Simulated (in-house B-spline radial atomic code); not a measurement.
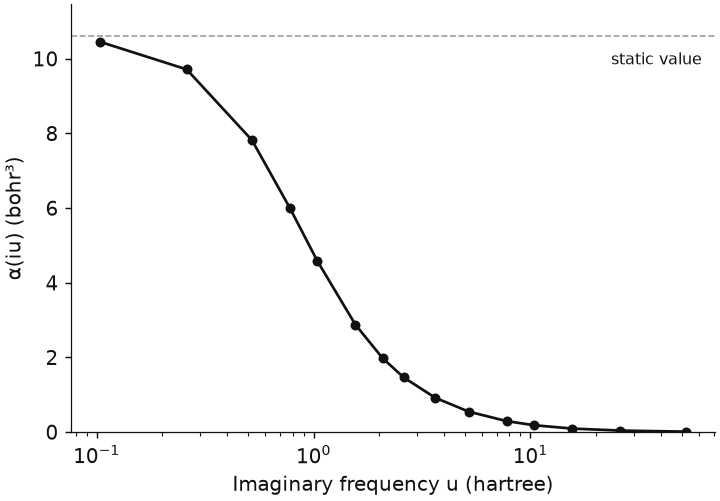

Dipole polarisability at imaginary frequency of a closed-shell atom or ion with the configuration [Kr] 4d¹⁰ 5s² 5p⁶. Relativistic RPA on Dirac–Hartree–Fock, no-pair Dirac–Coulomb, finite nucleus, computed with a B-spline radial code.

Which species is it, and what does the curve give?

Ba²⁺. The static dipole polarisability is 10.6 bohr³; α(iu) falls to half of it near u = 0.90 hartree. The Casimir–Polder integral gives C₆ = 78.2 hartree bohr⁶ for two such species.
